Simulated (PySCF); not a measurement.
**GaH2(SMe) (CH5GaS): what the electrons do**

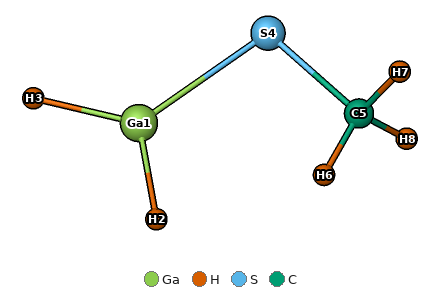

The molecule, with its atoms numbered as below. No frequency check shows the geometry to be a minimum.

Geometry (Å), atoms numbered from 1:

```
Ga1     -1.0110   -0.1025    0.0000
H2      -1.1065   -1.6815    0.0609
H3      -2.3413    0.7283   -0.0664
S4       1.0292    0.7697    0.0062
C5       1.9731   -0.8102   -0.0097
H6       1.2935   -1.6649    0.0761
H7       2.6614   -0.7943    0.8296
H8       2.5279   -0.8640   -0.9416
```

### 1. Bonding charge

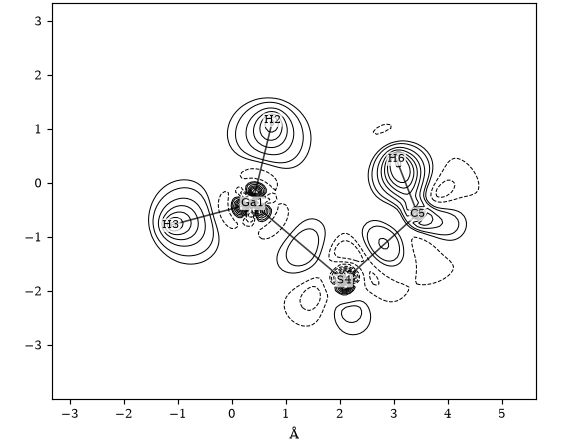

Deformation density (molecule less spherical, spin-averaged free atoms) in the plane of Ga1, H2, H3, S4, C5 and H6; contours at ±0.05 to ±0.8 e/Å³; solid lines: gain, dashed lines: loss.

PySCF calculation, PBE0/cc-pVDZ, gas phase; geometry: GFN2-xTB.

> How much density has each bond in this plane gained at its critical point, relative to the free atoms?

C5–H6: +0.68 e/Å³ at the bond critical point (bond length 1.09 Å, Mayer order 1.0). S4–C5: +0.22 e/Å³ at the bond critical point (bond length 1.84 Å, Mayer order 1.0). Ga1–H3: +0.20 e/Å³ at the bond critical point (bond length 1.57 Å, Mayer order 0.9). Ga1–H2: +0.19 e/Å³ at the bond critical point (bond length 1.58 Å, Mayer order 0.9). Ga1–S4: +0.09 e/Å³ at the bond critical point (bond length 2.22 Å, Mayer order 1.2). In all, 1.8 electrons gather in the regions of gain relative to the promolecule. A small or negative value marks a very polar bond, one between electron-rich atoms, whose free-atom densities already overlap strongly, a long bond to a heavier atom, or a closed-shell contact such as a hydrogen bond.

> Where do the Hirshfeld charges lie?

The highest Hirshfeld charge is on Ga1 (+0.35 e), the lowest on S4 (−0.13 e).

### 2. Local ionisation energy

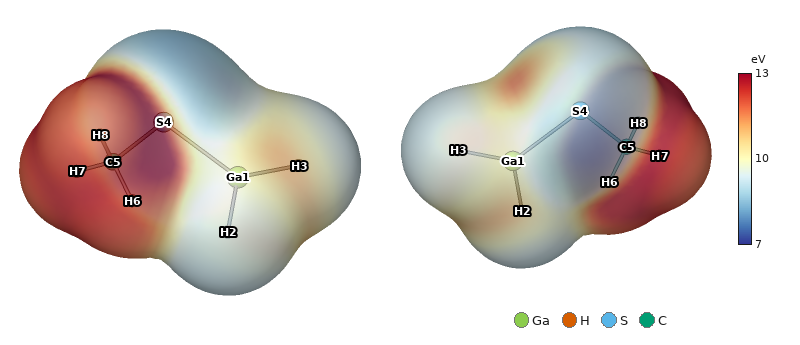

Average local ionisation energy on the surface of electron density 0.001 a.u. (back view left, front view right).

> Locate the minima of the map.

The lowest value is 8.0 eV, 2.3 Å from S4, and at like points elsewhere. Further minima include 9.1 eV, 1.5 Å from H2; 9.2 eV, 1.5 Å from H3; 11.7 eV, 1.3 Å from H8. For comparison, the highest occupied orbital lies at −7.1 eV.

### 3. In an electric field

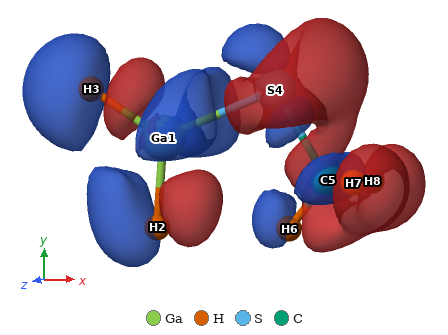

Change of the electron density in a uniform field of 0.21 V/Å, surfaces at ±0.0015 e/Å³ (blue: gain, red: loss).

Level of theory: PBE/def2-SVPD (PySCF), at a geometry from GFN2-xTB.

The field was applied in both directions; the picture shows the one opposite to the script's first.

> Along which Cartesian direction does the field point?

Along +x: electrons gather on the −x side, against the field.

> What dipole is induced, and what polarisability does it imply?

The induced dipole is 0.92 D (along the field); α along this axis, from the fields in both directions, is 90 bohr³ (13.3 Å³).

The PySCF runs shown took 15 s and 65 s on 1 thread of Intel(R) Xeon(R) Processor @ 2.50GHz (Skylake/Cascade Lake) (shared host).
